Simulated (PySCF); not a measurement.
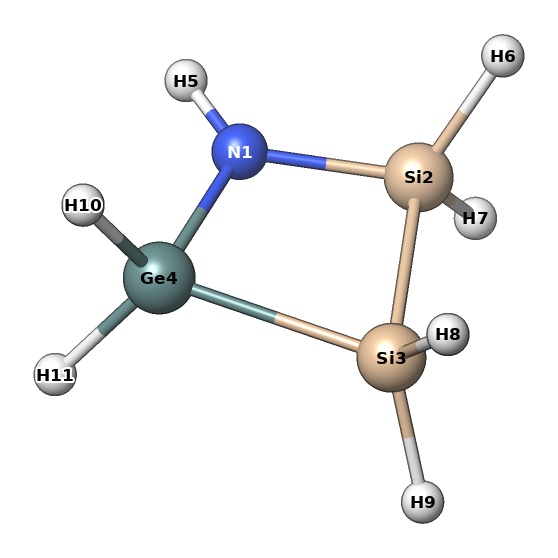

The computed structure is the end point of a PBE0-D3(BJ)/def2-SVP optimisation. No frequency run is at hand to confirm it as a minimum. Properties computed with delta-SCF UKS PBE, pcX-2 on the ionised atom, pcseg-1 elsewhere, spin-free X2C (PySCF 2.14.0).

Give the core-electron binding energies (to vacuum; p and d levels without spin–orbit splitting) of N1 1s, Si2 1s, Si2 2p, Si3 1s, Si3 2p.

| atom | level | binding energy (eV) |
| --- | --- | --- |
| N1 | 1s | 402.8 |
| Si2 | 1s | 1843.0 |
| Si2 | 2p | 106.0 |
| Si3 | 1s | 1842.6 |
| Si3 | 2p | 105.7 |
